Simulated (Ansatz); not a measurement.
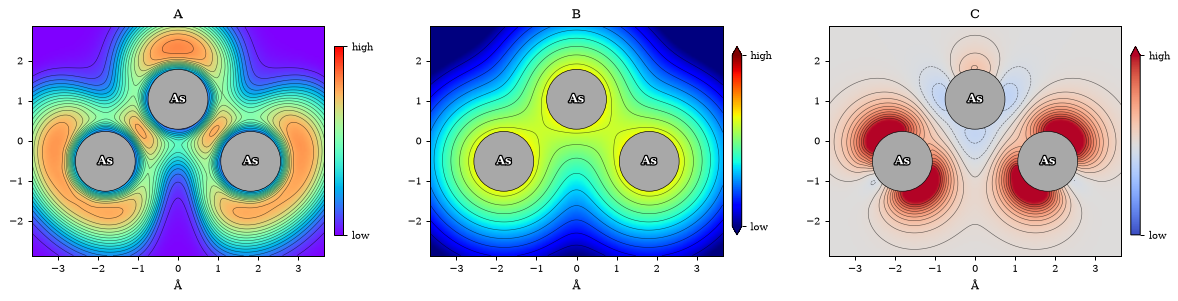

As₃ (charge −1, quintet): 3 fields on the molecular plane, with unlabelled colour scales. Grey discs cover the atomic cores.

Geometry: B3LYP-D4/def2-TZVPD; the highest occupied orbital lies above zero, a sign that basis and functional describe the outermost electron poorly.

Computed with UKS PBE0-D4/def2-TZVPD (Ansatz 0.2.0).

Match the panels to the quantities (electron density, electron localisation function and spin density).

Panel A: electron localisation function. Panel B: electron density. Panel C: spin density (confined to the atoms that carry the unpaired spin). From the grid: As–As (2.39 Å): ρ at the midpoint is about 0.61 e/Å³; the ELF peaks at about 0.75 between the atoms; localised, covalent bonding.
